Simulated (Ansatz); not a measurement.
# Cl2F3HOW: what the fields show

Input file:

```
crystal:
  periodic: [false, false, false]
  atoms:
    - symbol: Cl
      position_ang: [-1.872656, 0.888479, 0.426473]
    - symbol: Cl
      position_ang: [2.230076, -0.741111, -0.528622]
    - symbol: F
      position_ang: [0.665228, 0.330058, 1.692709]
    - symbol: F
      position_ang: [-0.247198, 0.097223, -1.829035]
    - symbol: F
      position_ang: [-0.595562, -1.699687, 0.266477]
    - symbol: O
      position_ang: [0.927301, 2.084727, -0.378019]
    - symbol: W
      position_ang: [0.374152, 0.528972, -0.131824]
    - symbol: H
      position_ang: [-1.481360, -1.488672, 0.481841]
basis:
  gaussian: {orbitals: def2-SVPD}
hamiltonian: {xc: {name: PBE0}}
output: {forces: true, orbitals: {seedname: orbitals}}
```

Run with:

```sh
ansatz run input.yaml --threads 2 --pin off --max-ram 6090MiB --events-out events.jsonl --progress --plain --runs-dir runs
```

Geometry: PBE0-D4/def2-SVP; core potentials replace the inner electrons of W.

Theory: Ansatz, isolated molecule in a Gaussian basis; Kohn-Sham density functional theory, functional PBE0.

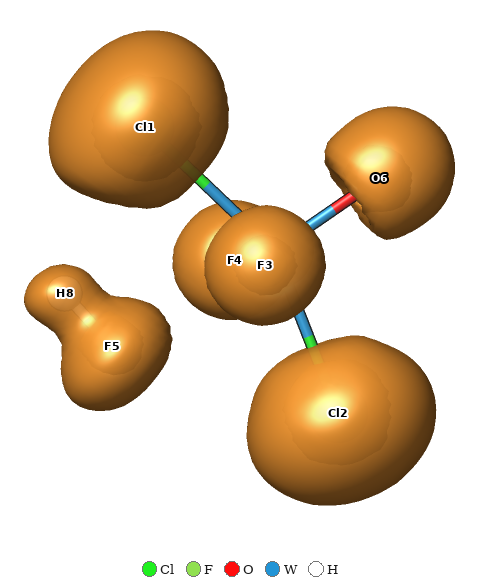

Figure 1. Isosurface of the electron localisation function at 0.75 (orange), seen across its widest extent. Only the valence region is drawn (cores and ρ < 0.01 e/Å³ removed).

Identify the bonds, lone pairs and shells in this picture.

The surface consists of two regions wrapped around Cl (the valence shell of each), two regions wrapped around F (the valence shell of each), one region wrapped around O (its valence shell) and one joined region spread over several atoms (F, H), in which their bonds and any lone pairs are merged.


W–O (1.67 Å): the ELF peaks at about 0.80 in the valence shell of O, 0.5 Å from its nucleus, and drops to about 0.40 between the two atoms. W–F (1.86 Å): the ELF peaks at about 0.85 in the valence shell of F, 0.5 Å from its nucleus, and drops to about 0.25 between the two atoms.

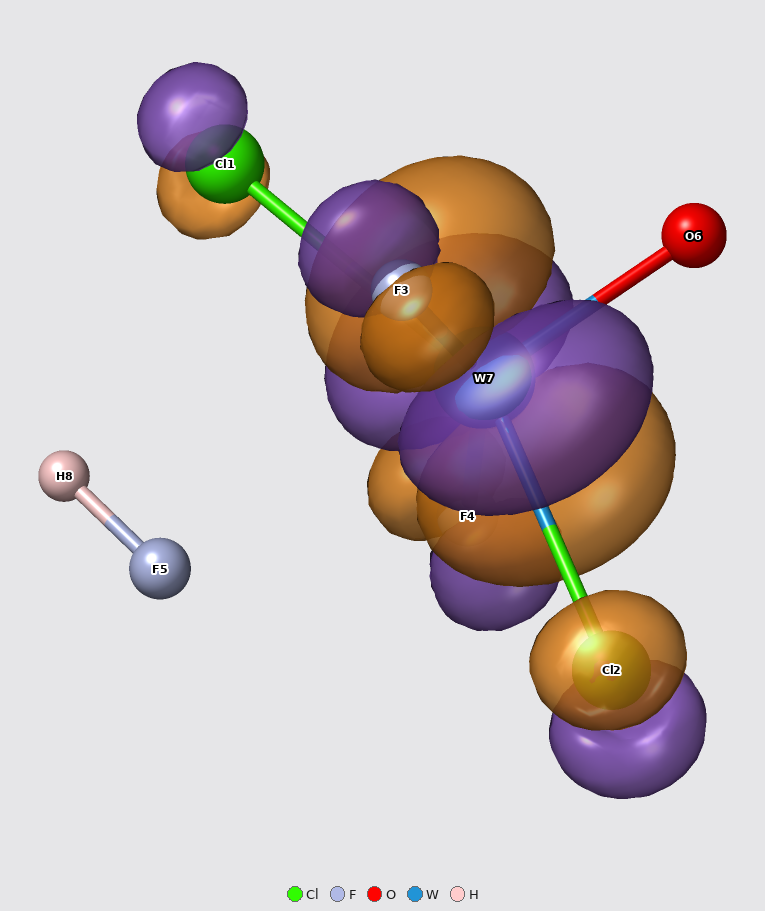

Figure 2. One frontier orbital at ±0.15 Å⁻³ᐟ² (orange and purple are the two phases), seen at a tilt.

Which orbital is it: HOMO or LUMO?

The LUMO, at −4.61 eV. By Hirshfeld shares it lies mainly on W7 (about 65 %), Cl2 (about 10 %), F3 (about 10 %), F4 (about 10 %) and Cl1 (about 5 %).

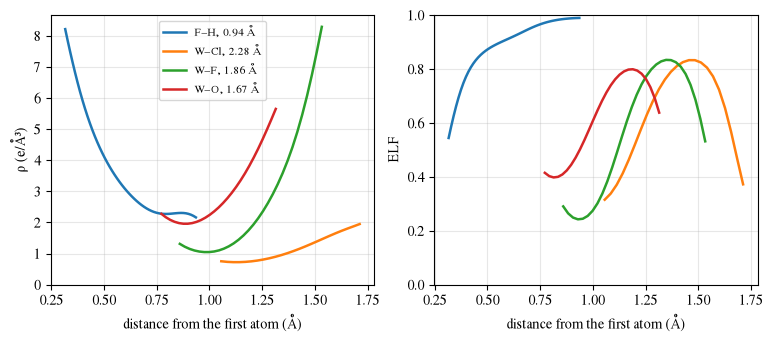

Figure 3. Electron density and ELF along straight lines between neighbouring atoms. The curves leave out the atomic cores.

What can be read from the curves?

F–H (0.94 Å): ρ is about 4.6 e/Å³ halfway; the ELF climbs to about 1 towards the hydrogen, as it does in any bond to H; a covalent bond by its length.
W–Cl (2.28 Å): the density is about 0.72 e/Å³ at the midpoint; the ELF peaks at about 0.85 in the valence shell of Cl, 0.8 Å from its nucleus, and is about 0.40 at the midpoint.
W–F (1.86 Å): ρ at the midpoint is about 1.1 e/Å³; the ELF peaks at about 0.85 in the valence shell of F, 0.5 Å from its nucleus, and drops to about 0.25 between the two atoms.
W–O (1.67 Å): ρ at the midpoint is about 2 e/Å³; the ELF peaks at about 0.80 in the valence shell of O, 0.5 Å from its nucleus, and drops to about 0.40 between the two atoms.
